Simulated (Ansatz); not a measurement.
**CH₃B (triplet): one geometry, many settings at distance B1–C2 = 4.115 Å**

What do other methods and options give for CH₃B (triplet) at this geometry, and how long do they take?

Computed with Ansatz 0.2.0, Gaussian basis. Level: the settings change from run to run.

21 further runs of the same task are left out: 18 that didn't finish, 3 set aside as unsound or not needed.

## Step 1: What is computed

The geometry derives from a PBE0/def2-TZVP stationary point (not a proven minimum). One bond is set to the value named and the two fragments are kept rigid.

5 atoms, charge 0, spin multiplicity 3.

Atoms are counted from 1 here; the program's logs count them from 0.

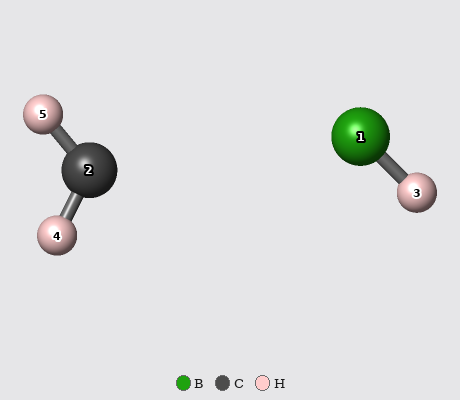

The geometry (boron green, carbon dark grey, hydrogen pink); atoms are numbered from 1 in the order of the file.

Geometry (Å):

```xyz
5

B     0.0000   -0.3872    2.2177
C     0.0000    0.2548   -1.8469
H     0.0000    0.4233    3.0940
H     0.0000    1.2481   -2.2996
H     0.0000   -0.5543   -2.5736
```

## Step 2: NEVPT4(SD)(4,8)/STO-3G

File in.yaml:

```yaml
crystal:
  periodic: [false, false, false]
  atoms:
    - {symbol: B, position_ang: [0.000000, -0.387194, 2.217723]}
    - {symbol: C, position_ang: [0.000000, 0.254770, -1.846894]}
    - {symbol: H, position_ang: [0.000000, 0.423314, 3.093993]}
    - {symbol: H, position_ang: [0.000000, 1.248069, -2.299580]}
    - {symbol: H, position_ang: [0.000000, -0.554258, -2.573604]}
basis:
  gaussian: {orbitals: STO-3G}
magnetization: {spin_polarized: false, initial_magnetization: 2}
correlation: {method: fic_nevpt4_sd, electrons: outside_noble_gas, active_space: {window: {electrons: 4, orbitals: 8}, states: [{multiplicity: 3, weights: [1, 1, 1]}, {multiplicity: 5, weights: [1]}], root: 0}}
scf: {lower_state_search: light}
```

Command:

```sh
$ ansatz run in.yaml --threads 1 --pin off --events-out ev --progress --plain --max-ram 2393MiB
```

Output:

```text
Functional definition: HF
  name "HF"
  cite "Fock, Z. Phys. 61, 126 (1930) doi:10.1007/BF01340294"
  parent pbe
  exchange = exact_x
  correlation = 0
182 factors; integrals over basis functions are off by at most 1.9e-8 eV
mean field evaluation 1: about -1708.1457 eV, gradient 1.7e1 eV
mean field evaluation 2: about -1708.1628 eV, gradient 1.7e1 eV
mean field evaluation 4: about -1718.9594 eV, gradient 4.7e0 eV
mean field evaluation 8: about -1719.2620 eV, gradient 8.1e-1 eV
mean field evaluation 16: about -1719.2641 eV, gradient 5.7e-7 eV
mean field evaluation 32: about -1717.4938 eV, gradient 4.5e-6 eV
mean field -1719.26412273 eV, -63.1817911511 hartree, gradient 5.7e-7 eV, S^2 2.000000; 2 other end points of the search recorded, 0 dependent functions left out
reference -1719.26412273 eV, -63.1817911511 hartree; 8, 6 occupied and 5, 7 virtual orbitals, 182 factors
state -1720.14597233 eV, -63.2141985265 hartree
state -1719.19837380 eV, -63.1793749225 hartree
state -1719.19759120 eV, -63.1793461627 hartree
state -1720.14597233 eV, -63.2141985265 hartree; corrected -1721.74146281 eV, -63.2728317198 hartree
state -1719.19837380 eV, -63.1793749225 hartree; corrected -1720.75834556 eV, -63.2367028273 hartree
state -1719.19759120 eV, -63.1793461627 hartree; corrected -1720.75784701 eV, -63.2366845060 hartree
state -1719.19606559 eV, -63.1792900976 hartree
state -1719.19606559 eV, -63.1792900976 hartree; corrected -1720.75626255 eV, -63.2366262784 hartree
Total energy: -1721.74146281 eV, -63.2728317198 hartree
```

Wall time 1.9 s (1 thread of Arm Neoverse V2, shared host).

From the report: 384 determinants; active occupations (of the averaged states) 1.21, 1.00, 1.00, 0.52, 0.27, 0.00, 0.00, 0.00.

## Step 3: HF/cc-pVDZ

File in.yaml:

```yaml
crystal:
  periodic: [false, false, false]
  atoms:
    - {symbol: B, position_ang: [0.000000, -0.387194, 2.217723]}
    - {symbol: C, position_ang: [0.000000, 0.254770, -1.846894]}
    - {symbol: H, position_ang: [0.000000, 0.423314, 3.093993]}
    - {symbol: H, position_ang: [0.000000, 1.248069, -2.299580]}
    - {symbol: H, position_ang: [0.000000, -0.554258, -2.573604]}
basis:
  gaussian: {orbitals: cc-pVDZ}
magnetization: {spin_polarized: false, initial_magnetization: 2}
hamiltonian: {xc: hf}
output: {orbitals: {seedname: orbitals}}
```

Same command.

Output:

```text
Functional definition: HF
  name "HF"
  cite "Fock, Z. Phys. 61, 126 (1930) doi:10.1007/BF01340294"
  parent pbe
  exchange = exact_x
  correlation = 0
397 factors; integrals over basis functions are off by at most 1.3e-3 eV
mean field evaluation 1: about -1733.4340 eV, gradient 2.5e1 eV
mean field evaluation 2: about -1733.4340 eV, gradient 2.5e1 eV
mean field evaluation 4: about -1741.9859 eV, gradient 8.9e0 eV
mean field evaluation 8: about -1742.6465 eV, gradient 6.4e-1 eV
mean field evaluation 16: about -1708.0559 eV, gradient 4.1e1 eV
mean field evaluation 32: about -1737.1262 eV, gradient 4.5e0 eV
mean field -1742.65077664 eV, -64.0412348304 hartree, gradient 1.6e-5 eV, S^2 2.000000; 0 other end points of the search recorded, 0 dependent functions left out
reference -1742.65077664 eV, -64.0412348304 hartree; 8, 6 occupied and 35, 37 virtual orbitals, 397 factors
Total energy: -1742.65077664 eV, -64.0412348304 hartree
```

Run time: 0.21 s. Hardware: 1 thread of Arm Neoverse V2, shared host.

## Step 4: NEVPT2(4,6)/6-31G*

Edit in.yaml of step 3 so:

```diff
@@ -9,5 +9,5 @@
 basis:
-  gaussian: {orbitals: cc-pVDZ}
+  gaussian: {orbitals: "6-31G*"}
 magnetization: {spin_polarized: false, initial_magnetization: 2}
-hamiltonian: {xc: hf}
-output: {orbitals: {seedname: orbitals}}
+correlation: {method: sc_nevpt2, electrons: valence, active_space: {window: {electrons: 4, orbitals: 6}, states: [{multiplicity: 3, weights: [1, 1]}]}}
+output: {forces: true}
```

The command is unchanged.

Output, shortened:

```text
Functional definition: HF
  name "HF"
  cite "Fock, Z. Phys. 61, 126 (1930) doi:10.1007/BF01340294"
  parent pbe
[...]
623 factors; integrals over basis functions are off by at most 1.9e-7 eV
[...]
mean field -1742.33174392 eV, -64.0295105943 hartree, gradient 7.2e-6 eV, S^2 2.000000; 3 other end points of the search recorded, 0 dependent functions left out
reference -1742.33174392 eV, -64.0295105943 hartree; 8, 6 occupied and 28, 30 virtual orbitals, 623 factors
state -1743.31450842 eV, -64.0656265234 hartree
state -1741.97587949 eV, -64.0164328176 hartree
state -1743.31450842 eV, -64.0656265234 hartree; corrected -1746.47215044 eV, -64.1816677274 hartree
state -1741.97587949 eV, -64.0164328176 hartree; corrected -1745.23009872 eV, -64.1360231685 hartree
[...]
Total energy: -1745.85112458 eV, -64.1588454480 hartree
Atom 0 at     0.000000    -0.387194     2.217723 Å, force     0.000000    -0.180681    -0.203162 eV/Å
Atom 1 at     0.000000     0.254770    -1.846894 Å, force     0.000000     0.394882    -1.751585 eV/Å
Atom 2 at     0.000000     0.423314     3.093993 Å, force    -0.000000     0.180167     0.180916 eV/Å
Atom 3 at     0.000000     1.248069    -2.299580 Å, force     0.000000     0.149978     0.975204 eV/Å
Atom 4 at     0.000000    -0.554258    -2.573604 Å, force    -0.000000    -0.544346     0.798627 eV/Å
Dipole moment:     0.000000     0.109852    -0.044815 e Å
```

Wall time 1.3 s (1 thread of Arm Neoverse V2, shared host).

From the report: 112 determinants; active occupations (of the averaged states) 1.42, 1.00, 1.00, 0.53, 0.03, 0.01.

## Step 5: HF/6-31G

File in.yaml:

```yaml
crystal:
  periodic: [false, false, false]
  atoms:
    - {symbol: B, position_ang: [0.000000, -0.387194, 2.217723]}
    - {symbol: C, position_ang: [0.000000, 0.254770, -1.846894]}
    - {symbol: H, position_ang: [0.000000, 0.423314, 3.093993]}
    - {symbol: H, position_ang: [0.000000, 1.248069, -2.299580]}
    - {symbol: H, position_ang: [0.000000, -0.554258, -2.573604]}
basis:
  gaussian: {orbitals: 6-31G}
magnetization: {spin_polarized: true, initial_magnetization: 2}
hamiltonian: {xc: hf}
output: {orbitals: {seedname: orbitals}}
```

The command is unchanged.

Output, shortened:

```text
Functional definition: HF
  name "HF"
  cite "Fock, Z. Phys. 61, 126 (1930) doi:10.1007/BF01340294"
  parent pbe
[...]
349 factors; integrals over basis functions are off by at most 2.9e-4 eV
[...]
mean field -1742.09548392 eV, -64.0208281994 hartree, gradient 6.7e-6 eV, S^2 2.495345; 6 other end points of the search recorded, 0 dependent functions left out
reference -1742.09548392 eV, -64.0208281994 hartree; 8, 6 occupied and 16, 18 virtual orbitals, 349 factors
Total energy: -1742.09548392 eV, -64.0208281994 hartree
```

Run time: 0.3 s. Hardware: 1 thread of Arm Neoverse V2, shared host.

From the report: ⟨S²⟩ of the determinant 2.495 (pure triplet: 2.00).

## Step 6: MP2 on ROHF/cc-pVDZ

Edit in.yaml of step 5 so:

```diff
@@ -9,5 +9,7 @@
 basis:
-  gaussian: {orbitals: 6-31G}
-magnetization: {spin_polarized: true, initial_magnetization: 2}
-hamiltonian: {xc: hf}
-output: {orbitals: {seedname: orbitals}}
+  gaussian: {orbitals: cc-pVDZ}
+magnetization: {spin_polarized: false, initial_magnetization: 2}
+correlation: {method: mp2, electrons: all}
+accuracy: high
+scf: {lower_state_search: off}
+output: {forces: true}
```

Launched as before.

Output, shortened:

```text
Functional definition: HF
  name "HF"
  cite "Fock, Z. Phys. 61, 126 (1930) doi:10.1007/BF01340294"
  parent pbe
[...]
846 factors; integrals over basis functions are off by at most 5.1e-9 eV
[...]
mean field -1742.65080940 eV, -64.0412360344 hartree, gradient 2.2e-8 eV, S^2 2.000000; 0 other end points of the search recorded, 0 dependent functions left out
reference -1742.65080940 eV, -64.0412360344 hartree; 8, 6 occupied and 35, 37 virtual orbitals, 846 factors
second order -4.30735537 eV of doubles, -0.06316766 eV of singles
[...]
Total energy: -1747.02133243 eV, -64.2018497933 hartree
Atom 0 at     0.000000    -0.387194     2.217723 Å, force     0.000000    -0.847382    -0.870982 eV/Å
Atom 1 at     0.000000     0.254770    -1.846894 Å, force    -0.000000     0.320742    -1.260546 eV/Å
Atom 2 at     0.000000     0.423314     3.093993 Å, force    -0.000000     0.837118     0.869724 eV/Å
Atom 3 at     0.000000     1.248069    -2.299580 Å, force    -0.000000     0.545680     0.766835 eV/Å
Atom 4 at     0.000000    -0.554258    -2.573604 Å, force     0.000000    -0.856158     0.494969 eV/Å
Dipole moment:     0.000000     0.243477     0.110023 e Å
Checks for a lower state left out: starts, cluster_reference, orbital_swaps, neighbouring_geometries, increment
```

Run time: 0.81 s. Hardware: 1 thread of Arm Neoverse V2, shared host.

## Step 7: BCCD(T)/cc-pVDZ

Edit in.yaml of step 6 so:

```diff
@@ -9,7 +9,5 @@
 basis:
-  gaussian: {orbitals: cc-pVDZ}
+  gaussian: {orbitals: cc-pVDZ, fitting: {mean_field: def2-universal-jkfit}}
 magnetization: {spin_polarized: false, initial_magnetization: 2}
-correlation: {method: mp2, electrons: all}
-accuracy: high
-scf: {lower_state_search: off}
-output: {forces: true}
+hamiltonian: {xc: {name: PBE}}
+correlation: {method: bccd_t, electrons: outside_noble_gas}
```

Same command.

Output, shortened:

```text
Functional definition: PBE
  name "PBE"
  cite "Perdew, Burke & Ernzerhof, Phys. Rev. Lett. 77, 3865 (1996) doi:10.1103/PhysRevLett.77.3865"
  parent pbe
[...]
204 factors; integrals over basis functions are off by at most 3.0e-1 eV
[...]
mean field -1750.04827452 eV, -64.3130878633 hartree, gradient 1.7e-6 eV, S^2 2.000000; 0 other end points of the search recorded, 0 dependent functions left out
[...]
2 core orbitals not correlated: weight in the atoms' cores, before any rotation towards them, 1.000 or more for the frozen orbitals, at most 0.000 for the correlated occupied ones
reference -1742.38723993 eV, -64.0315500349 hartree; 6, 4 occupied and 35, 37 virtual orbitals, 204 factors
second order -4.33298615 eV of doubles, -0.22363088 eV of singles
cycle   1  -5.39549075 eV  change   -8.4e-1 eV  update   7.4e-2
[...]
cycle  14  -5.79206981 eV  change    2.9e-6 eV  update   1.2e-5
perturbative correction -0.08740453 eV, -0.0032120571 hartree
Total energy: -1748.26671426 eV, -64.2476167314 hartree
```

It took 2.4 s on 1 thread of Arm Neoverse V2, shared host.

From the report: correlation -5.8795 eV; largest double amplitude 0.12.

## Step 8: MP2 on ROHF/cc-pVDZ

Edit in.yaml of step 7 so:

```diff
@@ -9,5 +9,6 @@
 basis:
-  gaussian: {orbitals: cc-pVDZ, fitting: {mean_field: def2-universal-jkfit}}
+  gaussian: {orbitals: cc-pVDZ}
 magnetization: {spin_polarized: false, initial_magnetization: 2}
-hamiltonian: {xc: {name: PBE}}
-correlation: {method: bccd_t, electrons: outside_noble_gas}
+correlation: {method: mp2, electrons: valence}
+accuracy: high
+output: {forces: true}
```

Launched as before.

Output, shortened:

```text
Functional definition: HF
  name "HF"
  cite "Fock, Z. Phys. 61, 126 (1930) doi:10.1007/BF01340294"
  parent pbe
[...]
846 factors; integrals over basis functions are off by at most 5.1e-9 eV
[...]
mean field -1742.65080940 eV, -64.0412360344 hartree, gradient 2.2e-8 eV, S^2 2.000000; 3 other end points of the search recorded, 0 dependent functions left out
[...]
2 core orbitals not correlated: weight in the atoms' cores, before any rotation towards them, 1.000 or more for the frozen orbitals, at most 0.000 for the correlated occupied ones
reference -1742.65080940 eV, -64.0412360344 hartree; 6, 4 occupied and 35, 37 virtual orbitals, 846 factors
second order -4.21749464 eV of doubles, -0.06240206 eV of singles
[...]
Total energy: -1746.93070611 eV, -64.1985193373 hartree
Atom 0 at     0.000000    -0.387194     2.217723 Å, force     0.000000    -0.857968    -0.881908 eV/Å
Atom 1 at     0.000000     0.254770    -1.846894 Å, force    -0.000000     0.315324    -1.224472 eV/Å
Atom 2 at     0.000000     0.423314     3.093993 Å, force    -0.000000     0.847637     0.881153 eV/Å
Atom 3 at     0.000000     1.248069    -2.299580 Å, force    -0.000000     0.575997     0.752817 eV/Å
Atom 4 at     0.000000    -0.554258    -2.573604 Å, force     0.000000    -0.880990     0.472411 eV/Å
Dipole moment:     0.000000     0.243605     0.110606 e Å
```

It took 1.7 s on 1 thread of Arm Neoverse V2, shared host.

## Step 9: BCCD(T) on UHF/def2-mTZVP

Edit in.yaml of step 8 so:

```diff
@@ -9,6 +9,5 @@
 basis:
-  gaussian: {orbitals: cc-pVDZ}
-magnetization: {spin_polarized: false, initial_magnetization: 2}
-correlation: {method: mp2, electrons: valence}
-accuracy: high
-output: {forces: true}
+  gaussian: {orbitals: def2-mTZVP}
+magnetization: {spin_polarized: true, initial_magnetization: 2}
+correlation: {method: bccd_t, electrons: all, diis_vectors: 2}
+scf: {lower_state_search: off}
```

Launched as before.

Output, shortened:

```text
Functional definition: HF
  name "HF"
  cite "Fock, Z. Phys. 61, 126 (1930) doi:10.1007/BF01340294"
  parent pbe
[...]
457 factors; integrals over basis functions are off by at most 1.2e-3 eV
[...]
mean field -1743.14717435 eV, -64.0594771097 hartree, gradient 8.1e-7 eV, S^2 2.465539; 0 other end points of the search recorded, 0 dependent functions left out
reference -1743.14717435 eV, -64.0594771097 hartree; 8, 6 occupied and 39, 41 virtual orbitals, 457 factors
second order -4.38546375 eV of doubles, -0.00000000 eV of singles
cycle   1  -5.09868212 eV  change   -7.1e-1 eV  update   6.7e-2
[...]
cycle  25  -5.66221864 eV  change    5.5e-6 eV  update   1.6e-5
perturbative correction -0.10350321 eV, -0.0038036728 hartree
Total energy: -1748.91289620 eV, -64.2713634794 hartree
Checks for a lower state left out: stability, starts, cluster_reference, orbital_swaps, neighbouring_geometries, increment
```

It took 2.4 s on 1 thread of Arm Neoverse V2, shared host.

From the report: ⟨S²⟩ of the determinant 2.466 (pure triplet: 2.00); correlation -5.7657 eV; largest double amplitude 0.10.

## Step 10: CASSCF(2,5)/cc-pVDZ

Edit in.yaml of step 9 so:

```diff
@@ -9,5 +9,6 @@
 basis:
-  gaussian: {orbitals: def2-mTZVP}
-magnetization: {spin_polarized: true, initial_magnetization: 2}
-correlation: {method: bccd_t, electrons: all, diis_vectors: 2}
+  gaussian: {orbitals: cc-pVDZ}
+magnetization: {spin_polarized: false, initial_magnetization: 2}
+correlation: {active_space: {window: {electrons: 2, orbitals: 5}}}
 scf: {lower_state_search: off}
+output: {forces: true}
```

Launched as before.

Output, shortened:

```text
Functional definition: HF
  name "HF"
  cite "Fock, Z. Phys. 61, 126 (1930) doi:10.1007/BF01340294"
  parent pbe
[...]
397 factors; integrals over basis functions are off by at most 1.3e-3 eV
[...]
mean field -1742.65077664 eV, -64.0412348304 hartree, gradient 9.6e-7 eV, S^2 2.000000; 0 other end points of the search recorded, 0 dependent functions left out
reference -1742.65077664 eV, -64.0412348304 hartree; 8, 6 occupied and 35, 37 virtual orbitals, 397 factors
state -1742.75469801 eV, -64.0450538702 hartree
[...]
Total energy: -1742.75469801 eV, -64.0450538702 hartree
Atom 0 at     0.000000    -0.387194     2.217723 Å, force     0.000000    -0.713107    -0.705115 eV/Å
Atom 1 at     0.000000     0.254770    -1.846894 Å, force     0.000000     0.366422    -1.602599 eV/Å
Atom 2 at     0.000000     0.423314     3.093993 Å, force    -0.000000     0.700142     0.720577 eV/Å
Atom 3 at     0.000000     1.248069    -2.299580 Å, force    -0.000000     0.243787     0.884639 eV/Å
Atom 4 at     0.000000    -0.554258    -2.573604 Å, force    -0.000000    -0.597244     0.702498 eV/Å
Dipole moment:     0.000000     0.262906     0.144326 e Å
Checks for a lower state left out: stability, starts, cluster_reference, orbital_swaps, neighbouring_geometries, increment
```

It took 0.3 s on 1 thread of Arm Neoverse V2, shared host.

From the report: 25 determinants; active occupations 1.00, 1.00, 0.00, 0.00, 0.00.

## Step 11: All runs side by side

Where basis and cores are those of an earlier UCCSDT(Q)/cc-pVDZ run (-1748.3368 eV), and the state is the same kind, the miss against it is given.

```csv
level,correlated,functions,energy (eV),from UCCSDT(Q) (meV),time
"NEVPT4(SD)(4,8)/STO-3G (lowest root of an average)",outside noble gas,13,-1721.7415,,1.9 s
HF/cc-pVDZ,,43,-1742.6508,5686.0,0.21 s
"NEVPT2(4,6)/6-31G* (mean of several states)",valence,36,-1745.8511,,1.3 s
HF/6-31G,,24,-1742.0955,,0.3 s
MP2 on ROHF/cc-pVDZ,all,43,-1747.0213,,0.81 s
BCCD(T)/cc-pVDZ (on PBE orbitals),outside noble gas,43,-1748.2667,70.1,2.4 s
MP2 on ROHF/cc-pVDZ,valence,43,-1746.9307,1406.1,1.7 s
BCCD(T) on UHF/def2-mTZVP,all,47,-1748.9129,,2.4 s
"CASSCF(2,5)/cc-pVDZ",,43,-1742.7547,5582.1,0.3 s
```

## Step 12: Summary of results

| quantity | value |
| --- | --- |
| runs | 9 |
| quickest | HF/cc-pVDZ, 0.21 s |
| slowest | BCCD(T)/cc-pVDZ (on PBE orbitals), 2.4 s |

What this shows: Total energies in different bases, with other cores or another treatment of relativity can't be set against each other. BCCD(T)/cc-pVDZ (on PBE orbitals) took 12 times as long as HF/cc-pVDZ; the jobs differ in more than the method. Among the correlated runs with a miss given, it spans +70 to +1406 meV. Hartree-Fock, CASSCF and CASCI lack dynamic correlation by design. Cores frozen from Kohn-Sham orbitals shift the total energy.
